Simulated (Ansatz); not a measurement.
Consider BBrH₅NOSi (SMILES NB(Br)O[SiH3]).

Input file:

```
crystal:
  periodic: [false, false, false]
  atoms:
    - {symbol: N, position_ang: [-0.339233, 1.270443, 1.734739]}
    - {symbol: B, position_ang: [0.227073, 0.470496, 0.748012]}
    - {symbol: Br, position_ang: [2.155545, 0.136544, 0.820315]}
    - {symbol: O, position_ang: [-0.512816, -0.073321, -0.244737]}
    - {symbol: Si, position_ang: [-0.140787, -1.042154, -1.533804]}
    - {symbol: H, position_ang: [0.193462, 1.681876, 2.478302]}
    - {symbol: H, position_ang: [-1.323892, 1.474051, 1.745052]}
    - {symbol: H, position_ang: [-1.421119, -1.281533, -2.239914]}
    - {symbol: H, position_ang: [0.815693, -0.358131, -2.437218]}
    - {symbol: H, position_ang: [0.429073, -2.329370, -1.067746]}
basis:
  gaussian: {orbitals: def2-TZVPP}
hamiltonian: {xc: pbe0, dispersion: d4}
output: {orbitals: {seedname: orbitals}}
```

Run with:

```sh
ansatz run in.yaml --threads 4 --pin off --events-out ev --progress --plain --max-ram 10444MiB
```

Geometry: PBE0-D4/def2-TZVP.

Method: Ansatz, RKS PBE0-D4/def2-TZVPP.

What can the converged electron density and electron localisation function tell about the bonding?

B–O (1.35 Å): ρ is about 2.1 e/Å³ halfway; the ELF peaks at about 0.90 between the atoms; a polar covalent bond.
B–N (1.39 Å): the density is about 2 e/Å³ at the midpoint; the ELF peaks at about 0.90 between the atoms (a short, strongly polar bond).
Si–O (1.65 Å): ρ is about 1.1 e/Å³ halfway; the ELF peaks at about 0.85 between the atoms, as expected for a polar covalent bond.
B–Br (1.96 Å): ρ is about 1 e/Å³ halfway, with its minimum of 0.85 e/Å³ about 0.6 Å from B; the ELF peaks at about 0.90 between the atoms; a shared but strongly polarised pair.

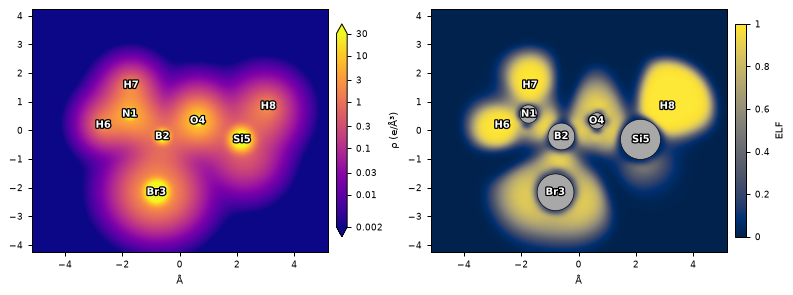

Computed electron density and electron localisation function on the plane of atoms N1, B2 and Br3, in this order. Grey discs cover the atomic cores in the ELF map. 
